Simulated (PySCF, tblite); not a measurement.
# C2H4OS3Si: geometry, infrared bands and NMR shifts

Aim: predict the infrared bands and NMR shifts of C2H4OS3Si (`O[Si]1(S)SC=CS1`).

The runs use tblite 0.8.0 and PySCF 2.14.0, with density-fitted response routines of our own; the level of theory stands in each step. All values are computed, except where a source is named. Atoms count from 0, in the outputs and in this text.

### Step 1. The starting structure

11 atoms, charge 0, multiplicity 1; geometry from: force field or distance geometry start.

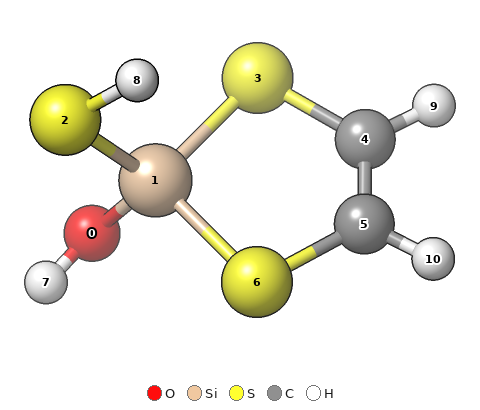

As it starts; oxygen red, silicon light orange, sulfur yellow, carbon grey, hydrogen white, atoms numbered.

### Step 2. Geometry optimisation with GFN2-xTB

Job settings and geometry (Å):

```
{"job": {"kind": "relax", "xc": "GFN2-xTB", "basis": "xTB"}, "charge": 0, "multiplicity": 1}
O     -2.044000    -0.864900    -1.153200
Si    -0.977700     0.202500    -0.521900
S     -1.722600     2.159900    -0.542200
S      0.935300     0.045200    -1.431200
C      1.824000    -0.528600    -0.030300
C      1.248600    -0.709700     1.161100
S     -0.433000    -0.395800     1.451700
H     -2.924200    -0.843500    -0.739100
H     -0.626000     2.741200    -0.050000
H      2.878200    -0.736900    -0.168100
H      1.847000    -1.066600     1.997200
```

The run is started by

```
OMP_NUM_THREADS=1 python probes_run.py task.json out
```

The driver reads the jobs from task.json and runs them one after another.

**Question.** This job is followed by: GFN2-xTB harmonic vibrations, gas phase; GIAO PBE0/pcSseg-1 NMR shielding, non-relativistic, gas phase. Predict these results of the whole session: strongest single infrared mode (GFN2-xTB); zero-point energy (GFN2-xTB); 13C shifts against TMS (PBE0/pcSseg-1, means over atoms taken as alike); 1H shifts against TMS (PBE0/pcSseg-1, means over atoms taken as alike); 17O shifts against H2O (PBE0/pcSseg-1); 29Si shifts against TMS (PBE0/pcSseg-1); 33S shifts against CS2 (PBE0/pcSseg-1, means over atoms taken as alike); surface potential, least and greatest.

**Answer**, as computed:

| quantity | value |
| --- | --- |
| strongest single infrared mode (GFN2-xTB) | 749 cm⁻¹, 342 km/mol |
| zero-point energy (GFN2-xTB) | 36.4 kcal/mol |
| 13C shifts against TMS (PBE0/pcSseg-1, means over atoms taken as alike) | 123.9 ppm |
| 1H shifts against TMS (PBE0/pcSseg-1, means over atoms taken as alike) | 6.01, 3.30, 1.16 ppm |
| 17O shifts against H2O (PBE0/pcSseg-1) | 87.9 ppm |
| 29Si shifts against TMS (PBE0/pcSseg-1) | 40.6 ppm |
| 33S shifts against CS2 (PBE0/pcSseg-1, means over atoms taken as alike) | 14, -150 ppm |
| surface potential, least and greatest | -1.11 V and 2.52 V |

**Reading.** Over 50 steps the energy fell by 0.163 eV; of the close pairs, Si1–S2 changed most, 2.094 to 2.151 Å. No mode is imaginary among the 27: a minimum at this level. The strongest single mode, at 749 cm⁻¹, moves mainly H7. GFN2-xTB is a fitted tight-binding method: band positions and strengths are rough. Its intensities can rank the bands wrongly. The most deshielded hydrogen is H9, H10 (mean) (hydrogen on an alkene CH), at 6.01 ppm: a vinylic proton, deshielded by the sp2 carbon and the C=C anisotropy. At PBE0/pcSseg-1: The widest tensor belongs to S3, S6: span 274 ppm, with a paramagnetic part of -569 ppm. By nearest atom (PBE0/pcSseg-1), the HOMO sits on S3, S6 about 26 % each; C4, C5 about 17 % each and the LUMO on Si1 22 %; S3, S6 about 22 % each.
